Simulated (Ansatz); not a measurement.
# Computed map of one atom of the cell: MoS2 (2H-MoS2 type, space group P6_3/mmc)

Relaxed MoS$_{2}$ (2H-MoS2 type, space group P6_3/mmc):

```xyz
6
Lattice="3.1089 0.0000 0.0000 -1.5545 2.6924 0.0000 0.0000 0.0000 11.7079" Properties=species:S:1:pos:R:3 pbc="T T T"
Mo     0.0000     1.7949     2.9270
Mo     1.5545     0.8975     8.7809
S      0.0000     1.7949     7.2177
S      1.5545     0.8975     1.3637
S      1.5545     0.8975     4.4903
S      0.0000     1.7949    10.3442
```

Two-dimensional scan of atom 3 (S, nearest neighbour Mo at 2.380 Å; its periodic images, 3.1 Å or more away, move with it): u runs along (0.707, 0.707, 0.000), v along (0.000, 0.000, 1.000) (Cartesian). Cell and other atoms are fixed.

Level of theory: PBEsol-D3(BJ) (plane waves to 420 eV, PAW, scalar-relativistic; Ansatz, a program for electronic structure). k mesh 10×10×3 (Γ-centred), Fermi-Dirac smearing 0.05 eV. The energy includes the smearing's −TS. Points where atoms come too close for the PAW data are left out (x in tables, blank in figures). As the smearing reaches across the gap at some points, energies and forces of such displacements shift with the k mesh and the smearing. MoS2 is run without spin polarisation. MoS2 was relaxed with its symmetry unable to fall. The zero of ΔE is the undisplaced structure. Axes are in Å.

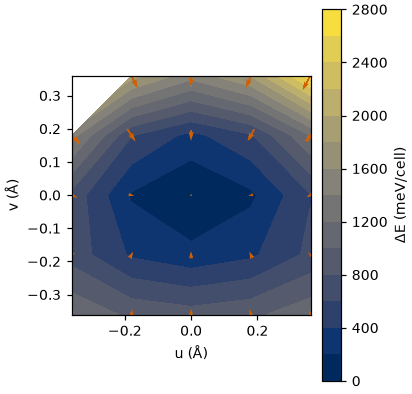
Fig. 1. ΔE (meV/cell) over the plane, with arrows for the in-plane force on the moved atom.

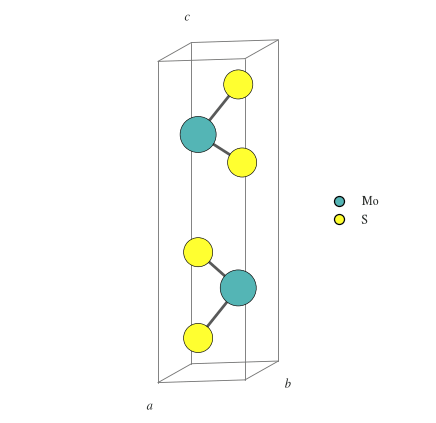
*The cell of the calculation at u = 0.360 Å, v = 0.360 Å.*

Lowest place on the grid: u = 0.000 Å, v = 0.000 Å (0 meV/cell).

(For displaced atoms, the force is minus the slope of the energy, and its curvature is a force constant, which sets phonon frequencies.)
